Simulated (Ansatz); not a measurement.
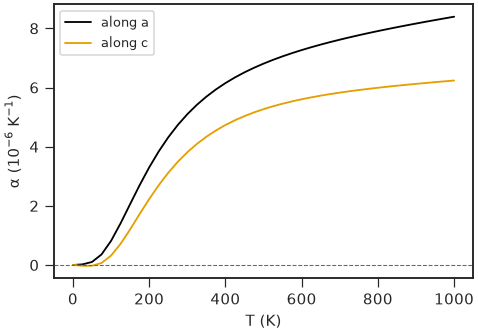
*Linear thermal expansion of VN (P-6m2) from the quasi-harmonic free energy, Ansatz (a first-principles code), PBEsol functional, plane-wave PAW*

The cell is a database entry relaxed within its symmetry; it need not be the phase found at ambient conditions.

### Question
Read off α in the basal plane at 300 K, and say whether it is negative anywhere.

### Answer
About 5.1 × 10⁻⁶ K⁻¹. It is not negative in the range shown.

The PAW data sets were generated under PBE and serve the other functionals too.
